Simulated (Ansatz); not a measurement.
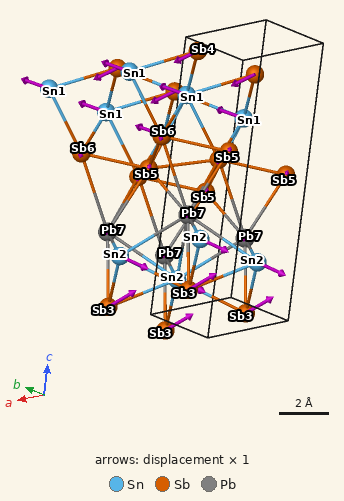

This is a relaxation of a crystal of Sn$_{2}$Sb$_{4}$Pb (built on the Nd2Sn4Rh-38 type type). The starting structure is drawn; purple arrows show the displacements (the part carried along by the change of the cell is left out), at their true length.

The picture is a ball-and-stick view of the cell of the calculation, reduced to other axes, repeated 2 × 2 × 1 with one cell outlined, seen from a free direction. Lengths and directions refer to the drawn axes.

Case: shaken.

Computed with DFT, PBEsol, plane waves, PAW (Ansatz). Settings: plane-wave cutoff 420 eV; k-point mesh 4 × 4 × 4; occupations fermi dirac; smearing width 0.05 eV; no spin polarisation; cell and atoms relaxed; force threshold 0.01 eV/Å; at most 120 steps.

What did the optimiser do to the structure, and how much energy did it gain?

Answer. After 28 accepted moves (33 points after the start) the energy has fallen by 0.545 eV per cell of the calculation. Largest force component: 0.26 eV/Å at the start, 0.0084 eV/Å at the end. Pressure: 0.28 GPa at the start and 0.01 GPa at the end. The line search rejected the trial steps at points 8, 21, 25 of the run. The SCF was repeated twice at an unchanged geometry on a basis and grid sized afresh for the cell, which shifted the energy by 5.0 meV per cell of the calculation at most. The atom that moves furthest relative to the cell is Sn2 (1.63 Å roughly along [−3 0 −1]). By element the largest moves are Sn 1.63 Å, Sb 1.47 Å, Pb 0.23 Å. The volume changes by +3.7 %, with a 4.026 → 4.361 Å (+8.3 %), b 4.291 → 4.401 Å (+2.6 %), c 11.894 → 10.976 Å (−7.7 %), α 91.9° → 89.9°, β 98.5° → 90.3°, γ 90.8° → 90.0°. Among the contacts that change: Sn2–Pb7 3.484 → 5.375 Å, Sb3–Pb7 5.152 → 3.289 Å, Sn2–Pb7 (another image) 3.616 → 5.365 Å, Sb3–Sb4 3.056 → 4.281 Å. New bonds form, among them: Sb4–Sb6 (3.83 → 2.99 Å), Sn1–Sb3 (3.86 → 3.03 Å), Sn2–Sb4 (4.12 → 2.99 Å). Bonds break, among them: Sb3–Sb4 (3.06 → 4.28 Å), Sb3–Sb4 (3.08 → 4.28 Å). Bond angles that change, for instance: Sn2–Sb3–Pb7 64.3° → 118.2°, Sb3–Sn2–Pb7 170.9° → 120.0°, Sn2–Sb3–Pb7 67.7° → 117.5°. The space group stays P1 (No. 1). The run took 6.9 min on 4 threads of Arm Neoverse V1 (shared host), peak memory 0.82 GiB.
